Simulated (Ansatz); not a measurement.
A series of calculations on C₂H₁₁NSi₂

## 1. Relaxation

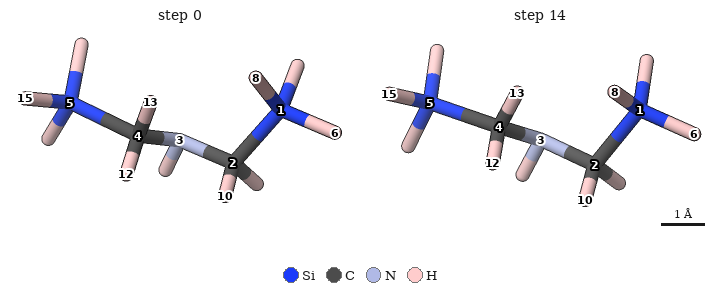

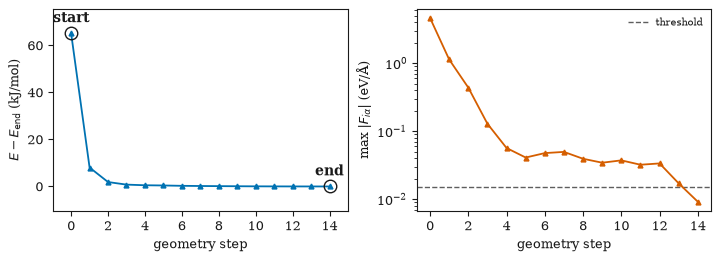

First and last geometry of a relaxation of C₂H₁₁NSi₂, with the history of the run. The picture is a stick view, seen at a tilt.

The run prepares an end point of a later path (torsion) calculation, from a guessed geometry.

Level of theory: Ansatz, RKS r2SCAN/STO-3G.

Input
```yaml
crystal:
  periodic: [false, false, false]
  atoms:
    - { symbol: Si, position_ang: [1.032, 2.2365, -0.3882] }
    - { symbol: C, position_ang: [1.3939, 0.4511, -0.4793] }
    - { symbol: "N", position_ang: [0.1877, -0.4204, -0.6487] }
    - { symbol: C, position_ang: [-0.3418, -0.7379, 0.6527] }
    - { symbol: Si, position_ang: [-1.9572, -1.8045, 0.3983] }
    - { symbol: H, position_ang: [2.2377, 3.0886, -0.2908] }
    - { symbol: H, position_ang: [0.2895, 2.7364, -1.616] }
    - { symbol: H, position_ang: [0.1917, 2.6023, 0.7911] }
    - { symbol: H, position_ang: [2.0342, 0.3308, -1.3206] }
    - { symbol: H, position_ang: [2.0042, 0.1496, 0.4067] }
    - { symbol: H, position_ang: [0.5164, -1.2927, -1.0552] }
    - { symbol: H, position_ang: [0.308, -1.2902, 1.3074] }
    - { symbol: H, position_ang: [-0.7608, 0.1884, 1.1715] }
    - { symbol: H, position_ang: [-1.6357, -3.037, -0.2933] }
    - { symbol: H, position_ang: [-2.5259, -2.19, 1.7423] }
    - { symbol: H, position_ang: [-2.9966, -1.0338, -0.3336] }
basis:
  gaussian: { orbitals: STO-3G }
hamiltonian:
  xc: r2scan
relax:
  f_tol: 0.015
  max_steps: 40
```

Command:
```bash
ansatz run input.yaml --threads 1 --pin off --max-ram 2048MiB --backend cpu --events-out ev --progress --plain --runs-dir out
```

### Read the history and describe the run.

It converged. The energy falls by 65.2 kJ/mol in 14 geometry steps. Largest force component: 4.7 eV/Å at the start, 0.0092 eV/Å at the end. The atom that moves furthest after the best rigid fit is H7 (0.41 Å). By element the largest moves are H 0.41 Å, C 0.21 Å, Si 0.12 Å, N 0.10 Å. Among the contacts that change: N3–C4 1.440 → 1.524 Å, Si1–H7 1.519 → 1.444 Å, Si1–C2 1.824 → 1.891 Å, C4–Si5 1.952 → 1.888 Å. Among the angles between lasting bonds that change: Si5–C4–H13 101.5° → 109.7°, C2–Si1–H6 113.9° → 108.4°, H12–C4–H13 111.2° → 106.4°. Cost: 96 s on 1 thread of Intel(R) Xeon(R) Processor @ 2.70GHz (shared host), peak memory 0.17 GiB.

```json
{"step": "0", "E − E(0), kJ/mol": "0.00", "largest force component, eV/Å": "4.6606"}
{"step": "1", "E − E(0), kJ/mol": "-57.13", "largest force component, eV/Å": "1.1405"}
{"step": "2", "E − E(0), kJ/mol": "-63.31", "largest force component, eV/Å": "0.4396"}
{"step": "3", "E − E(0), kJ/mol": "-64.40", "largest force component, eV/Å": "0.1292"}
{"step": "4", "E − E(0), kJ/mol": "-64.67", "largest force component, eV/Å": "0.0568"}
{"step": "5", "E − E(0), kJ/mol": "-64.76", "largest force component, eV/Å": "0.0412"}
{"step": "6", "E − E(0), kJ/mol": "-64.91", "largest force component, eV/Å": "0.0478"}
{"step": "7", "E − E(0), kJ/mol": "-64.99", "largest force component, eV/Å": "0.0498"}
{"step": "8", "E − E(0), kJ/mol": "-65.04", "largest force component, eV/Å": "0.0395"}
{"step": "9", "E − E(0), kJ/mol": "-65.09", "largest force component, eV/Å": "0.0345"}
{"step": "10", "E − E(0), kJ/mol": "-65.13", "largest force component, eV/Å": "0.0374"}
{"step": "11", "E − E(0), kJ/mol": "-65.16", "largest force component, eV/Å": "0.0323"}
{"step": "12", "E − E(0), kJ/mol": "-65.17", "largest force component, eV/Å": "0.0337"}
{"step": "13", "E − E(0), kJ/mol": "-65.18", "largest force component, eV/Å": "0.0171"}
{"step": "14", "E − E(0), kJ/mol": "-65.18", "largest force component, eV/Å": "0.0092"}
```

Limits of the set-up: STO-3G is a minimal basis, so the numbers are rough.

## 2. Relaxation

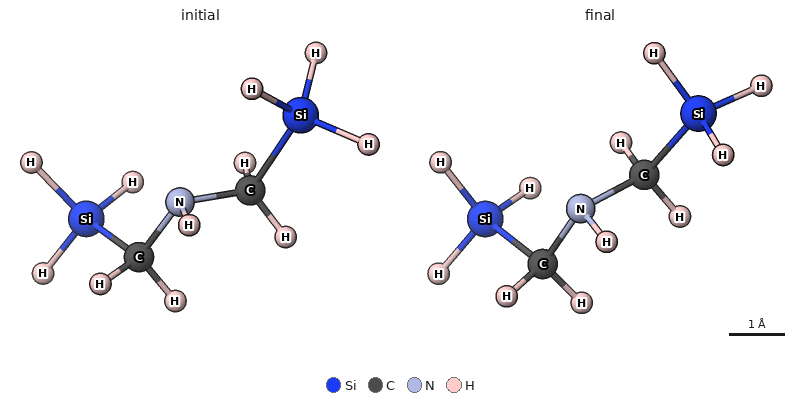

The structure of C$_{2}$H$_{11}$NSi$_{2}$ before (left) and after (right) a relaxation, at one scale.

Style: ball-and-stick. Shown from a free direction.

The run prepares an end point of a later path (torsion) calculation, from a guessed geometry.

The calculation used RKS r2SCAN/STO-3G in Ansatz 0.2.0.

Input file:
```yaml
crystal:
  periodic: [false, false, false]
  atoms:
    - { symbol: Si, position_ang: [1.032, 2.2365, -0.3882] }
    - { symbol: C, position_ang: [1.3939, 0.4511, -0.4793] }
    - { symbol: "N", position_ang: [0.1877, -0.4204, -0.6487] }
    - { symbol: C, position_ang: [-0.3418, -0.7379, 0.6527] }
    - { symbol: Si, position_ang: [-1.9572, -1.8045, 0.3983] }
    - { symbol: H, position_ang: [2.2377, 3.0886, -0.2908] }
    - { symbol: H, position_ang: [0.2895, 2.7364, -1.616] }
    - { symbol: H, position_ang: [0.1917, 2.6023, 0.7911] }
    - { symbol: H, position_ang: [2.0342, 0.3308, -1.3206] }
    - { symbol: H, position_ang: [2.0042, 0.1496, 0.4067] }
    - { symbol: H, position_ang: [0.5164, -1.2927, -1.0552] }
    - { symbol: H, position_ang: [0.308, -1.2902, 1.3074] }
    - { symbol: H, position_ang: [-0.7608, 0.1884, 1.1715] }
    - { symbol: H, position_ang: [-3.10183, -1.11549, 0.96027] }
    - { symbol: H, position_ang: [-2.22584, -1.97187, -1.07757] }
    - { symbol: H, position_ang: [-1.80199, -3.159, 0.99095] }
basis:
  gaussian: { orbitals: STO-3G }
hamiltonian:
  xc: r2scan
relax:
  f_tol: 0.015
  max_steps: 40
```

Run as
```bash
ansatz run input.yaml --threads 1 --pin off --max-ram 2048MiB --backend cpu --events-out ev --progress --plain --runs-dir out
```

Summarise the run.

Answer. After 21 accepted moves (22 points after the start) the energy has fallen by 71.1 kJ/mol. The largest force component goes from 4.5 to 0.0055 eV/Å. The line search rejected the trial step at point 12 of the run. The largest move after the best rigid fit is that of H14, 1.04 Å. By element the largest moves are H 1.04 Å, C 0.31 Å, N 0.14 Å, Si 0.07 Å. Among the contacts that change: N3–C4 1.440 → 1.524 Å, Si1–H7 1.519 → 1.445 Å, Si1–C2 1.824 → 1.891 Å, Si5–H15 1.509 → 1.444 Å. Bond angles that change, for instance: Si5–C4–H13 101.5° → 109.7°, C2–Si1–H6 113.9° → 108.5°, H12–C4–H13 111.2° → 106.4°. Groups turn about C4–Si5 by about 60°. Cost: 2.2 min on 1 thread of Intel(R) Xeon(R) Processor @ 2.70GHz (shared host), peak memory 0.17 GiB.

Limits of the set-up: STO-3G is a minimal basis, so the numbers are rough.

## 3. Path

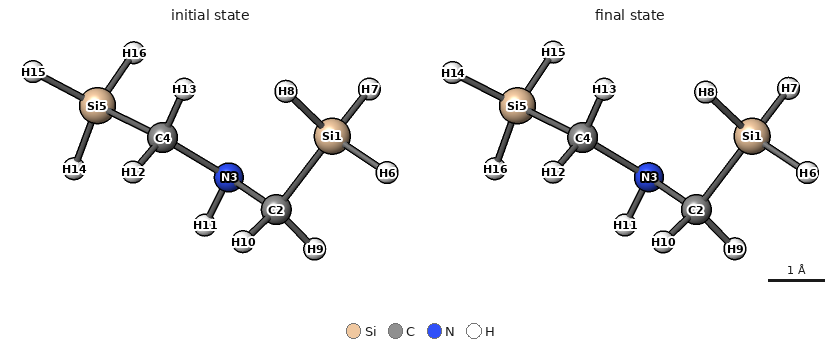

The two relaxed end points of a path for C2H11NSi2. The picture is a ball-and-stick view, seen at a tilt.

The calculation used RKS r2SCAN/STO-3G in Ansatz.

Set-up: 7 movable images; climbing image; force threshold 0.05 eV/Å; iteration limit 47.

Start:
```xyz
16

Si    1.0264    2.2507   -0.2726
C     1.4358    0.4248   -0.5443
N     0.1845   -0.4262   -0.7508
C    -0.5099   -0.6242    0.5909
Si   -1.9595   -1.8187    0.4045
H     2.2486    3.0151   -0.3867
H     0.0852    2.7096   -1.2674
H     0.4739    2.4724    1.0443
H     2.0307    0.3289   -1.4684
H     2.0689    0.0461    0.2849
H     0.5778   -1.3906   -0.9705
H     0.1878   -0.9703    1.3820
H    -0.8808    0.3625    0.9135
H    -1.4791   -3.0764   -0.1222
H    -2.5604   -2.0524    1.6988
H    -2.9526   -1.2741   -0.4917
```

End:
```xyz
16

Si    1.0461    2.2555   -0.0951
C     1.3425    0.4902   -0.7038
N     0.0456   -0.3071   -0.8267
C    -0.4310   -0.7004    0.5660
Si   -1.9297   -1.8410    0.4429
H     2.2553    3.0210   -0.3044
H    -0.0361    2.8680   -0.8305
H     0.7351    2.2764    1.3163
H     1.7759    0.5327   -1.7174
H     2.0881   -0.0182   -0.0578
H     0.3652   -1.2306   -1.2485
H     0.3726   -1.1679    1.1726
H    -0.7130    0.2291    1.0873
H    -2.3148   -2.2755    1.7673
H    -3.0400   -1.1544   -0.1751
H    -1.5844   -3.0004   -0.3488
```

> What barrier does the band find between them, and by what path?

The two ends have the same energy, and the highest point, image 4, lies 1.34 kcal/mol above the start. The motion is a rotation about the C4–Si5 bond by about 120°. No bond forms or breaks between the ends. The band converged in 8 iterations. The largest component of the band force went from 9.9 to 0.039 eV/Å. The climbing image converged on the top of the path. Its vibrational analysis gives one imaginary mode (127i cm⁻¹), as a transition state must have.

Energies of the converged images:

```
image  path (Å)  E (kcal/mol)
    0      0.00          0.00
    1      0.56          0.17
    2      1.12          0.65
    3      1.68          1.15
    4      2.24          1.34
    5      2.86          1.08
    6      3.47          0.51
    7      4.09          0.10
    8      4.70          0.00
```

The geometry at the top of the path:

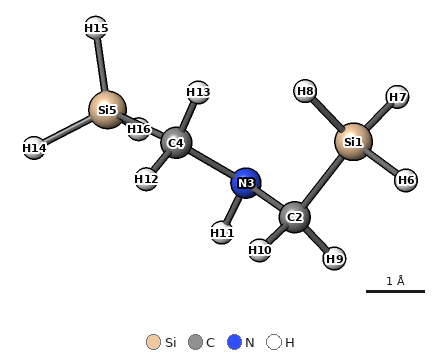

Limits of the set-up: STO-3G is a minimal basis, so the numbers are rough.

Cost: 5.4 min on 1 thread of Intel(R) Xeon(R) Processor @ 2.70GHz (shared host), peak memory 0.15 GiB.
